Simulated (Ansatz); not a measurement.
A series of calculations on AlCNF₂

## 1. Relaxation

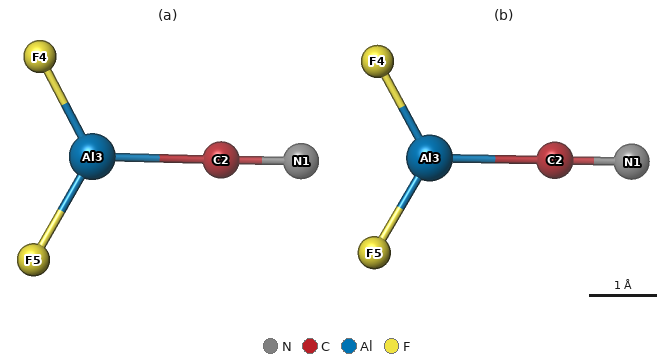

The structure of AlCNF$_{2}$ (coarse preliminary run) before (left) and after (right) a relaxation, at one scale.

Style: ball-and-stick. Shown at a tilt.

Method: RKS PBE-D4/def2-SVP in Ansatz.

The input:
```yaml
crystal:
  periodic: [false, false, false]
  atoms:
    - {symbol: N, position_ang: [1.605000, -1.319400, 1.404500]}
    - {symbol: C, position_ang: [0.815900, -0.679200, 0.729900]}
    - {symbol: Al, position_ang: [-0.449200, 0.328600, -0.393500]}
    - {symbol: F, position_ang: [-1.784100, -0.478400, -1.089300]}
    - {symbol: F, position_ang: [-0.137800, 2.074700, -0.693100]}
basis:
  gaussian: {orbitals: def2-SVP}
hamiltonian: {xc: pbe, dispersion: d4}
relax: {f_tol: 0.03, max_steps: 250}
```

Question: What changed between the two?

Answer: The optimiser took 6 steps. The atom that moves furthest after the best rigid fit is F5 (0.13 Å). By element the largest moves are F 0.13 Å, N 0.08 Å, C 0.04 Å, Al 0.03 Å. Among the contacts that change: Al3–F5 1.799 → 1.659 Å, C2–Al3 1.969 → 1.916 Å, Al3–F4 1.708 → 1.659 Å, N1–C2 1.220 → 1.174 Å.

## 2. Relaxation

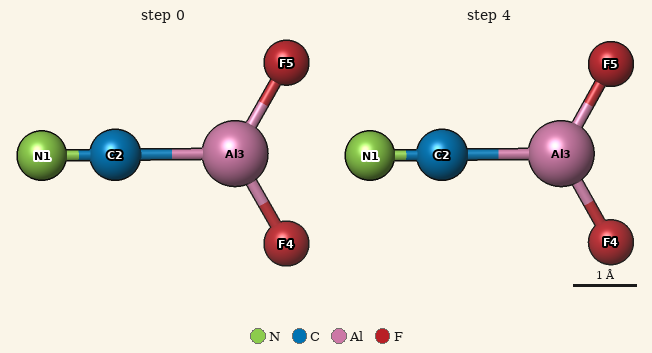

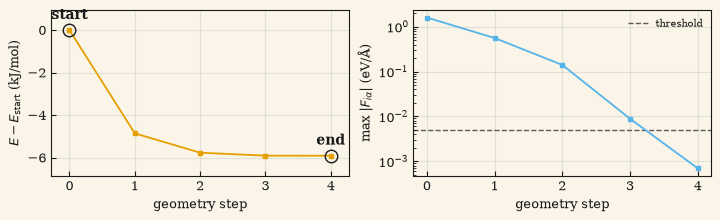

First and last geometry of a relaxation of AlCNF$_{2}$, with the history of the run. The picture is a ball-and-stick view, seen face on.

Theory: RKS PBE0-D4/def2-TZVP in Ansatz 0.2.0. Settings: force threshold 0.005 eV/Å; at most 200 steps.

**What do the curves and the structures tell?**

It converged. The largest move after the best rigid fit is that of N1, 0.034 Å. Largest moves by element: N 0.034 Å, F 0.033 Å, C 0.013 Å, Al 0.002 Å. Among the contacts that change: Al3–F4 1.659 → 1.627 Å, N1–C2 1.174 → 1.152 Å, C2–Al3 1.916 → 1.905 Å. After 4 geometry steps the energy has fallen by 5.91 kJ/mol. Largest force component: 1.6 eV/Å at the start, 0.0007 eV/Å at the end. The run took about 50 core-seconds on a shared host.

```csv
step,"E − E(0), kJ/mol","largest force component, eV/Å"
0,0.00,1.5980
1,-4.86,0.5595
2,-5.77,0.1405
3,-5.91,0.0089
4,-5.91,0.0007
```

## 3. Scan

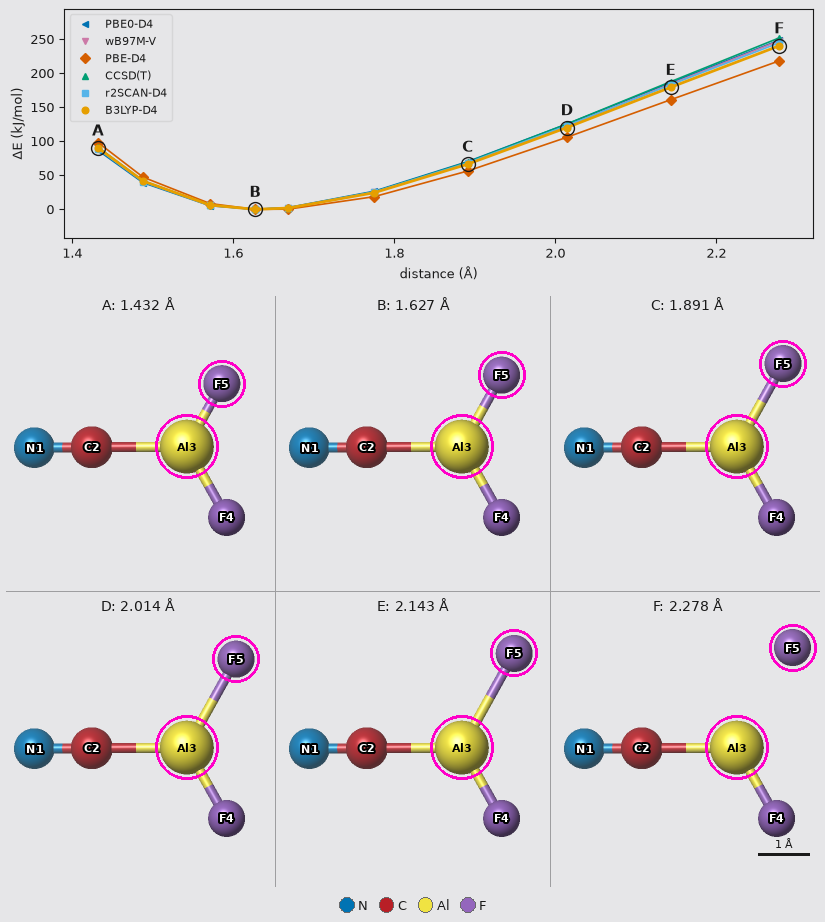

AlCNF2: the Al3–F5 distance is varied, with the rest of the molecule carried along rigidly. The lettered frames are marked on the plot, at the values of B3LYP-D4. A ball-and-stick model, seen face on. The ringed atoms are those of the scanned coordinate.

Computed with Ansatz: B3LYP-D4, r2SCAN-D4, CCSD(T), PBE-D4, wB97M-V, PBE0-D4, basis def2-TZVPP, on geometries moved rigidly from the minimum at PBE0-D4/def2-TZVP. Coupled cluster with a frozen core. Energies are counted from the PBE0-D4/def2-TZVP minimum geometry at the same level.

Question: What does the scan show?

Answer: With B3LYP-D4: of the computed points the lowest is at the distance 1.627 Å, 0.0 kJ/mol. At the ends of the scan the energy is 90.2 kJ/mol (1.432 Å) and 240.3 kJ/mol (2.278 Å). The curvature at the lowest point is about 34 eV/Å² (5.5 mdyn/Å). The well is steeper on the short side, as for any bond. At 2.278 Å the levels give PBE-D4 218.2 kJ/mol, B3LYP-D4 240.3 kJ/mol, r2SCAN-D4 244.8 kJ/mol, wB97M-V 247.6 kJ/mol, PBE0-D4 248.6 kJ/mol, CCSD(T) 252.0 kJ/mol. Closest to CCSD(T) there is PBE0-D4.

The computed points:

Energies in kJ/mol.

| distance (Å) | B3LYP-D4 | r2SCAN-D4 | CCSD(T) | PBE-D4 | wB97M-V | PBE0-D4 |
| --- | --- | --- | --- | --- | --- | --- |
| 1.432 | 90.2 | 88.7 | 91.2 | 98.1 | 89.9 | 86.6 |
| 1.488 | 41.5 | 40.4 | 41.8 | 47.2 | 41.3 | 39.1 |
| 1.571 | 6.3 | 5.8 | 6.1 | 8.5 | 6.1 | 5.3 |
| 1.627 | 0.0 | 0.0 | 0.0 | 0.0 | 0.0 | 0.0 |
| 1.668 | 1.9 | 2.2 | 2.1 | 0.2 | 2.0 | 2.5 |
| 1.775 | 24.4 | 25.6 | 25.7 | 18.6 | 25.1 | 26.6 |
| 1.891 | 66.4 | 68.4 | 69.3 | 56.3 | 67.9 | 70.1 |
| 2.014 | 120.0 | 122.8 | 125.3 | 105.8 | 122.8 | 125.2 |
| 2.143 | 179.3 | 183.0 | 187.5 | 161.0 | 184.0 | 186.0 |
| 2.278 | 240.3 | 244.8 | 252.0 | 218.2 | 247.6 | 248.6 |

## 4. Scan

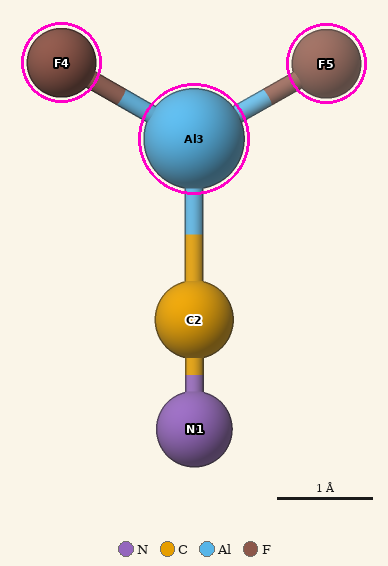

A scan of AlCNF2: the F5–Al3–F4 angle is varied, with the rest of the molecule carried along rigidly. The picture shows the minimum geometry. The ringed atoms are those of the scanned coordinate. Style: ball-and-stick. Shown onto the plane of the angle.

Single-point energies from Ansatz with CCSD(T), B3LYP-D4, r2SCAN-D4, wB97M-V in the def2-TZVPP basis, on geometries moved rigidly from the minimum at PBE0-D4/def2-TZVP. Coupled cluster with a frozen core. Energies are counted from the PBE0-D4/def2-TZVP minimum geometry at the same level.

```xyz
5

N     1.5285   -1.2486    1.3518
C     0.7941   -0.6519    0.6941
Al   -0.4197    0.3344   -0.3931
F    -1.7034   -0.4252   -1.0425
F    -0.1496    1.9177   -0.6518
```

> Give the energy at each point (the angle: 103.5, 108.0, 112.5, 117.0, 121.5, 126.0, 130.5, 135.0, 139.5°).

Energies in meV.

```tsv
angle (°)	CCSD(T)	B3LYP-D4	r2SCAN-D4	wB97M-V
103.5	240.5	236.3	231.0	236.2
108.0	131.2	129.2	126.2	130.0
112.5	56.4	55.7	54.3	56.8
117.0	13.2	13.2	12.8	14.0
121.5	0.0	0.0	0.0	0.0
126.0	15.8	15.2	14.9	13.9
130.5	60.5	58.6	57.4	55.6
135.0	134.8	130.7	127.9	125.5
139.5	240.5	233.1	228.2	225.3
```

With CCSD(T): of the computed points the lowest is at the angle 121.5°, 0.0 meV. The end points stand at 240.5 meV (103.5°) and 240.5 meV (139.5°). The curvature at the lowest point is about 4.7 eV/rad². At 139.5° the levels give wB97M-V 225.3 meV, r2SCAN-D4 228.2 meV, B3LYP-D4 233.1 meV, CCSD(T) 240.5 meV. Closest to CCSD(T) there is B3LYP-D4.

The computed profile:

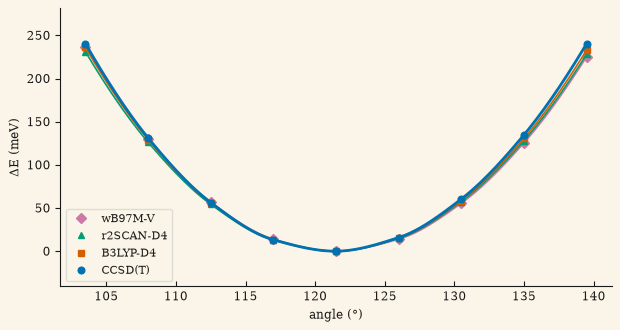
